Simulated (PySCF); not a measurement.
```csv
atom,x (Å),y (Å),z (Å)
C,0.0827,2.7288,-0.7707
C,0.1051,1.5495,-0.4954
B,0.0883,0.1121,-0.1404
Ge,1.7702,-0.8627,0.3557
Ge,-1.7172,-0.8116,-0.1039
Br,-2.7104,-0.2419,1.8924
H,0.0791,3.7536,-1.0091
H,2.6157,-1.1690,-0.8424
H,1.5616,-2.1965,1.0033
H,2.6907,-0.1196,1.2673
H,-2.7817,-0.4111,-1.1166
H,-1.7829,-2.3323,-0.0662
```

Geometry: GFN2-xTB.

Level of theory: CAM-B3LYP/def2-SVPD, SCF density, gas phase (PySCF 2.14.0).

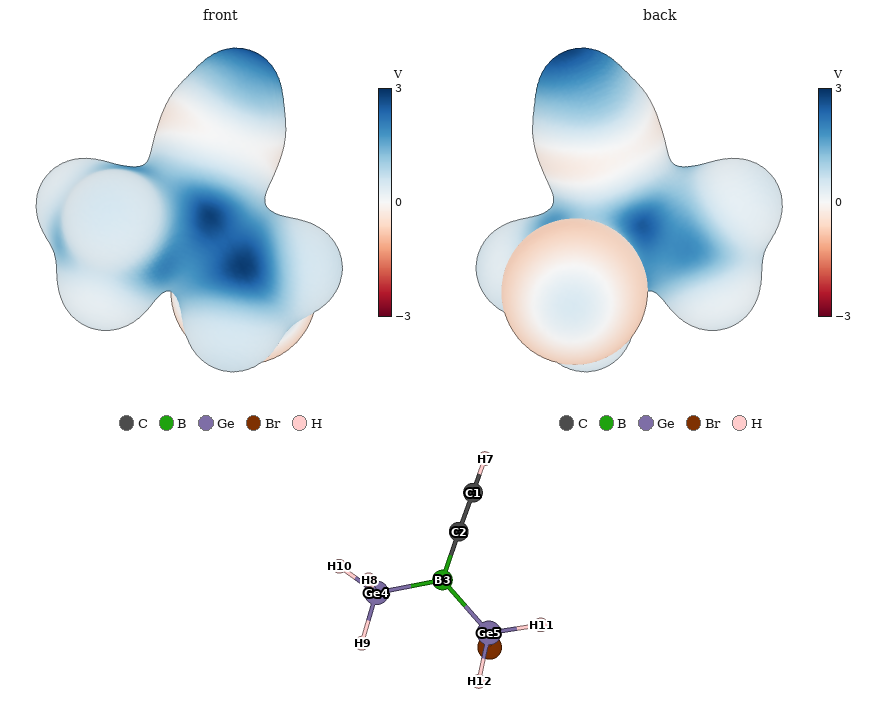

C$_{2}$H$_{6}$BBrGe$_{2}$. The molecular electrostatic potential painted on the density surface at 0.004 e/bohr³, seen from the front and from behind; red is negative and blue positive. The bare structure is drawn below in the same view.

**Describe the electrostatic potential map.**

The most negative region (about −0.7 V) lies over Br6, the most positive (about +2.7 V) over B3, Ge5 and H7. Br6 shows a σ-hole: about +0.5 V at the tip opposite its bond, against about −0.6 V on its flanks.
